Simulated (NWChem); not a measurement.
**One shape, several levels: OF (SMILES [O]F)**

Aim: a comparison of 3 runs (UHF/aug-cc-pVTZ, UPBE/def2-TZVP, UPBE0/aug-cc-pVTZ) of OF. 

Program for the calculation: NWChem 7.3.0.

1 further run of the same task is left out (set aside as unsound or not needed). Runs told in other sessions of the task aren't counted.

### Step 1. The structure to begin with

The species is OF (2 atoms), meant as a doublet with charge 0. SMILES: `[O]F`. The coordinates come from a PBE0-D4/def2-TZVP relaxation.

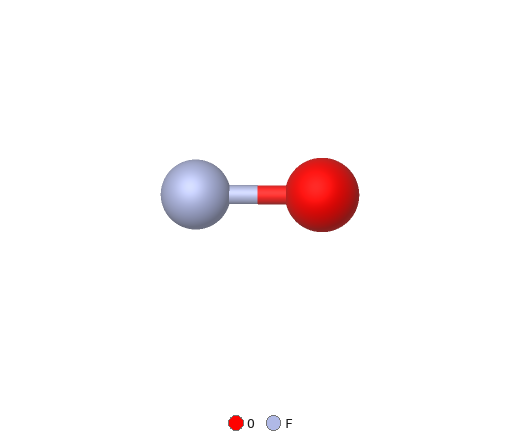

Viewed from a chosen angle; oxygen red, fluorine light blue.

### Step 2. Energy and forces at UHF/aug-cc-pVTZ (run 1)

Input file geom.nw:

```
start geom
memory 2200 mb

geometry units angstrom noautosym nocenter noautoz
  O        0.000000       0.000000      -0.015950
  F        0.000000       0.000000       1.314400
end

basis spherical bse
  O library aug-cc-pVTZ
  F library aug-cc-pVTZ
end

scf
  doublet
  uhf
  thresh 1e-08
  maxiter 80
  print medium
end

task scf gradient
```

Run with:

```
$ nwchem geom.nw > geom.out
```

Output:

```text
[...]
  functions       =    92
[...]
  wavefunction    = UHF
[...]
         Total SCF energy =   -174.196218772278
      One electron energy =   -299.088630589322
      Two electron energy =     96.252759148214
 Nuclear repulsion energy =     28.639652668830
                       Sz =      0.5000
                 Sz(Sz+1) =      0.7500
                      S^2 =      0.7641
[...]
                         UHF ENERGY GRADIENTS
    atom               coordinates                        gradient
                 x          y          z           x          y          z
   1 O       0.000000   0.000000  -0.030141    0.000000  -0.000000  -0.014877
   2 F       0.000000   0.000000   2.483856   -0.000000   0.000000   0.014877
[...]
```

It took 23 s on 1 thread of AMD EPYC 9B14 (Zen 4), shared host; peak memory 0.11 GiB.

### Step 3. Energy and forces at UPBE/def2-TZVP (run 2)

Input file run.py:

```python
from ase import Atoms
from ase.calculators.nwchem import NWChem

system = Atoms(['O', 'F'], positions=[
    [0.000000, 0.000000, -0.015950],
    [-0.000000, -0.000000, 1.314400],
])

calc = NWChem(
    label='work',
    theory='dft',
    memory='2200 mb',
    basis='def2-TZVP',
    basispar='spherical bse',
    dft={'xc': 'xpbe96 cpbe96', 'mult': '2', 'grid': 'xfine', 'convergence': 'energy 1e-08', 'iterations': '100', 'mulliken': None, 'print': 'low'},
)
system.calc = calc

forces = system.get_forces()
print(f"energy = {system.get_potential_energy():.6f} eV")
print("forces (eV/A):")
for s, f in zip(system.symbols, forces):
    print(f"{s:2s} {f[0]:10.5f} {f[1]:10.5f} {f[2]:10.5f}")
```

Run with:

```
$ export ASE_NWCHEM_COMMAND="nwchem PREFIX.nwi > PREFIX.nwo"
$ python run.py
```

Output:

```text
energy = -4756.367649 eV
forces (eV/A):
O    -0.00000    0.00000   -1.21006
F     0.00000   -0.00000    1.21006
```

The calculator wrote work.nwi:

```
title "work"

permanent_dir work

scratch_dir work

start work

geometry units angstrom nocenter noautosym noautoz
  O  0.0000000000000000e+00 0.0000000000000000e+00 -1.5949999999999999e-02
  F  -0.0000000000000000e+00 -0.0000000000000000e+00 1.3144000000000000e+00
end

memory 2200 mb

basis spherical bse noprint
   * library def2-TZVP
end

dft
  xc xpbe96 cpbe96
  mult 2
  grid xfine
  convergence energy 1e-08
  iterations 100
  mulliken
  print low
end

task dft gradient
```

work.nwo:

```text
Northwest Computational Chemistry Package (NWChem) 7.3.0
             --------------------------------------------------------

           Job information
           ---------------

    nwchem branch   = 7.3.0
    use scalapack   = T
    input           = work.nwi
    prefix          = work.
    data base       = work/work.db
    status          = startup
    nproc           =        1

           Memory information
           ------------------

[... 5 lines left out ...]
    hardfail = no
[... 34 lines left out ...]
            Nuclear Dipole moment (a.u.)
[... 69 lines left out ...]
         Total DFT energy =     -174.793288542760
[... 1 line left out ...]
           Coulomb energy =      114.362920677838
[... 1 line left out ...]
 Nuclear repulsion energy =       28.639652668830
[... 41 lines left out ...]
     --------------------------
     Expectation value of S2:
     --------------------------
      <S2> =      0.7519 (Exact =     0.7500)

                         DFT ENERGY GRADIENTS

    atom               coordinates                        gradient
                 x          y          z           x          y          z
   1 O       0.000000   0.000000  -0.030141    0.000000  -0.000000   0.023532
   2 F       0.000000   0.000000   2.483856   -0.000000   0.000000  -0.023532

 Task  times  cpu:        7.6s     wall:        7.6s
 Total times  cpu:        7.7s     wall:        7.7s
```

It took 8.7 s on 1 thread of AMD EPYC 9B14 (Zen 4), shared host; peak memory 0.12 GiB.

### Step 4. Energy and forces at UPBE0/aug-cc-pVTZ (run 3)

Input file mol.nw:

```
start mol
title "FO"
memory stack 880 mb heap 220 mb global 1100 mb
geometry units angstrom noautosym nocenter noautoz
  O      0.000000     0.000000    -0.015950
  F      0.000000     0.000000     1.314400
end
basis spherical bse
  * library aug-cc-pVTZ
end
dft
  xc pbe0
  mult 2
  grid fine
  convergence energy 1e-08
  iterations 100
  mulliken
  print medium
end
task dft gradient
```

Run with:

```
$ nwchem mol.nw > mol.out
```

Output:

```text
[...]
          Wavefunction type:  spin polarized.
          No. of atoms     :     2
          No. of electrons :    17
[...]
          Charge           :     0
          Spin multiplicity:     2
[...]
          AO basis - number of functions:    92
[...]
              XC Information
              --------------
                         PBE0 Method XC Functional
                     Hartree-Fock (Exact) Exchange  0.250
          PerdewBurkeErnzerhof Exchange Functional  0.750
            Perdew 1991 LDA Correlation Functional  1.000 local
           PerdewBurkeErnz. Correlation Functional  1.000 non-local
[...]
 d= 0,ls=0.0,diis     1   -174.7301429131 -2.03D+02  2.45D-03  1.96D-01     1.0
[...]
 d= 0,ls=0.0,diis    12   -174.7747704244 -9.09D-10  1.36D-07  2.30D-10     9.3
[...]
         Total DFT energy =     -174.774770424445
      One electron energy =     -299.058857946045
           Coulomb energy =      114.349400581694
    Exchange-Corr. energy =      -18.704965728924
 Nuclear repulsion energy =       28.639652668830
[...]
      <S2> =      0.7537 (Exact =     0.7500)
[...]
  wavefunction    = open shell
                         DFT ENERGY GRADIENTS
    atom               coordinates                        gradient
                 x          y          z           x          y          z
   1 O       0.000000   0.000000  -0.030141   -0.000000  -0.000000   0.001334
   2 F       0.000000   0.000000   2.483856    0.000000   0.000000  -0.001334
[...]
```

It took 16 s on 1 thread of AMD EPYC 9B14 (Zen 4), shared host; peak memory 0.12 GiB.

### Step 5. The series

| run | level | iteration cap | module | energy (Eh) | dipole moment (D) | HOMO energy (eV) | LUMO energy (eV) | wall time |
| --- | --- | --- | --- | --- | --- | --- | --- | --- |
| 1 | UHF/aug-cc-pVTZ | 80 | scf | -174.196219 | 0.35 | -14.65 | 1.58 | 23 s |
| 2 | UPBE/def2-TZVP | 100 | dft | -174.793289 | – | – | – | 8.7 s |
| 3 | UPBE0/aug-cc-pVTZ | 100 | dft | -174.774770 | 0.05 | -9.16 | -4.65 | 16 s |

### Step 6. What came out

| quantity | value |
| --- | --- |
| run 3: total energy | -174.77477 Eh |
| run 3: dipole moment | 0.05 D |
| run 3: HOMO energy (highest over α and β) | -9.16 eV |
| run 3: LUMO energy (lowest over α and β) | -4.65 eV |
| run 3: ⟨S²⟩ | 0.754 |
| run 3: largest force on an atom | 0.069 eV/Å |

What this shows: Totals of different functionals can't be ranked against each other. All runs together took 48 s, the longest 23 s.
